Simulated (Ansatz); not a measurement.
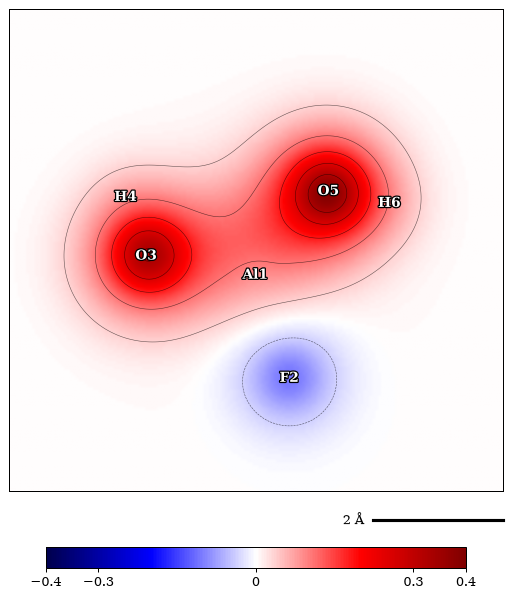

The picture shows: AlFH2O2. The HOMO−1 on a plane 0.8 Å above the molecular plane (values in Å⁻³ᐟ²; the overall sign is arbitrary).

These are results of RKS PBE0/cc-pVDZ (Ansatz), not measurements.

```xyz
6

Al    0.0441   -0.2102    0.0602
F    -0.1635    0.1742    1.6859
O     1.6447   -0.3076   -0.5459
H     1.7819   -0.5282   -1.4725
O    -1.3133   -0.4936   -0.9521
H    -2.2036   -0.4331   -0.5920
```

> Where does this orbital lie, and at what energy?

By Hirshfeld shares it lies mainly on O5 (about 45 %) and O3 (about 35 %); it changes sign across the molecular plane (π type); π-bonding across Al1–O3 and Al1–O5. Its energy is −9.57 eV.
